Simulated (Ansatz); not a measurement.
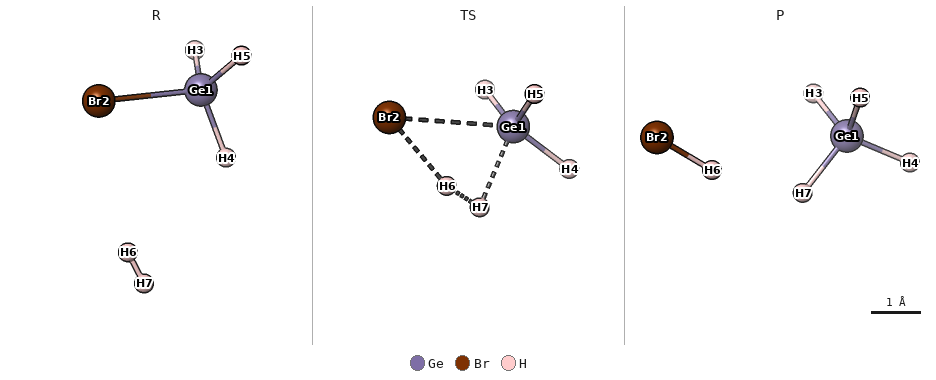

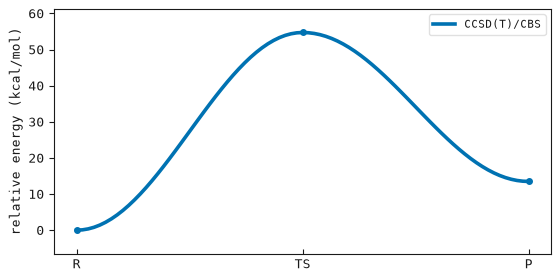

A reaction step of GeH5Br, with its energy diagram. The picture is a ball-and-stick view, seen at a tilt. Dashed sticks mark bonds that form or break.

Stationary points at PBE0-D4/def2-TZVP, single-point energies with CCSD(T)/CBS (def2-TZVPP where no basis is named; Ansatz 0.2.0). The energies are electronic, without zero-point or thermal terms, and both ends are the minima reached downhill from the saddle, with any fragments still in contact. CCSD(T)/CBS stands for a frozen-core estimate: MP2 correlation extrapolated from def2-TZVPP and def2-QZVPP, CCSD(T) minus MP2 from the smaller set.

Q: What happens, and what does it cost?

A: Counted by bonded pieces, R holds GeH₃Br + H₂ and P holds GeH₄ + HBr. From R over the saddle to P, bonds form: Ge1–H7 (4.22 → 1.84 → 1.54 Å), Br2–H6 (3.23 → 1.94 → 1.42 Å). Bonds break: Ge1–Br2 (2.31 → 2.81 → 4.29 Å), H6–H7 (0.75 → 0.87 → 2.11 Å). The saddle has one imaginary mode, 908i cm⁻¹. With CCSD(T)/CBS the barrier is 54.7 kcal/mol from R and 41.2 kcal/mol from P, and P lies 13.5 kcal/mol above R.
